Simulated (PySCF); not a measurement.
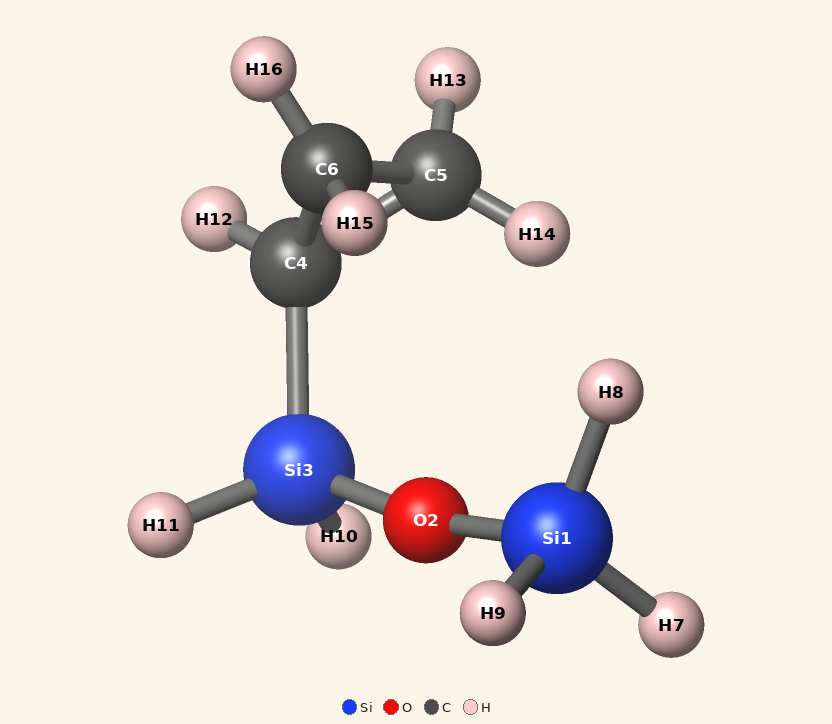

The geometry was computed by an optimisation with GFN2-xTB. No frequency run is at hand to confirm it as a minimum. Electric field gradients from the ground-state density, PBE0/pcSseg-1 (PySCF 2.14.0), non-relativistic apart from any core potentials.

Give the largest field-gradient component, the quadrupole coupling constant and the asymmetry for 17O at O2 (Q = −25.6 mb), 2H at H7 (Q = 2.86 mb), 2H at H8 (Q = 2.86 mb), 2H at H10 (Q = 2.86 mb), 2H at H12 (Q = 2.86 mb).

```tsv
atom	V_zz (a.u.)	e²qQ/h (MHz)	η
O2	1.149	−6.91	0.12
H7	0.161	0.108	0.02
H8	0.158	0.106	0.03
H10	0.160	0.107	0.02
H12	0.326	0.219	0.08
```

The geometry is semi-empirical. Around Si such bond lengths and angles can be off by a tenth of an ångström or more and by several degrees, and values that hang on the shape move with them.
